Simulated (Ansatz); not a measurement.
C2H5Al (SMILES C[CH2][Al])

Input file:

```
crystal:
  periodic: [false, false, false]
  atoms:
    - symbol: C
      position_ang: [-1.067569, -0.167997, -0.813952]
    - symbol: C
      position_ang: [-0.047904, -0.863629, 0.105462]
    - symbol: Al
      position_ang: [1.184044, 0.403180, 1.033154]
    - symbol: H
      position_ang: [0.547577, -1.585982, -0.474493]
    - symbol: H
      position_ang: [-0.575142, -1.470418, 0.858163]
    - symbol: H
      position_ang: [-1.735096, -0.875870, -1.315603]
    - symbol: H
      position_ang: [-1.704410, 0.528823, -0.259085]
    - symbol: H
      position_ang: [-0.574260, 0.413271, -1.599945]
basis:
  gaussian:
    orbitals: def2-TZVPD
hamiltonian:
  xc: pbe0
output: {forces: true, orbitals: {seedname: orbitals}}
```

Run with:

```sh
ansatz run input.yaml --threads 2 --pin off --max-ram 4350MiB --events-out events.jsonl --progress --plain --runs-dir runs
```

Geometry: r2SCAN-D4/def2-TZVP.

These are results of Ansatz, isolated molecule in a Gaussian basis; Kohn-Sham density functional theory, functional PBE0, not measurements.

### What can the converged electron density and electron localisation function tell about the bonding?

C–C (1.54 Å): ρ at the midpoint is about 1.6 e/Å³; the ELF peaks at about 0.95 between the atoms: a covalent bond.
C–Al (2.00 Å): the density is about 0.7 e/Å³ at the midpoint; the ELF peaks at about 0.95 between the atoms; a shared but strongly polarised pair.
C–H (1.09 Å): ρ at the midpoint is about 2 e/Å³; the ELF climbs to about 1 towards the hydrogen, as it does in any bond to H: an ordinary covalent bond to hydrogen.

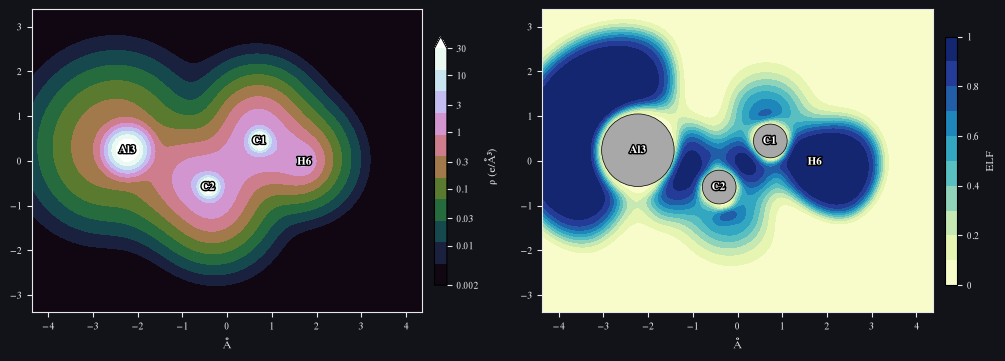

Computed electron density and electron localisation function on the plane of atoms C1, C2 and Al3, in this order. Grey discs cover the atomic cores in the ELF map. 
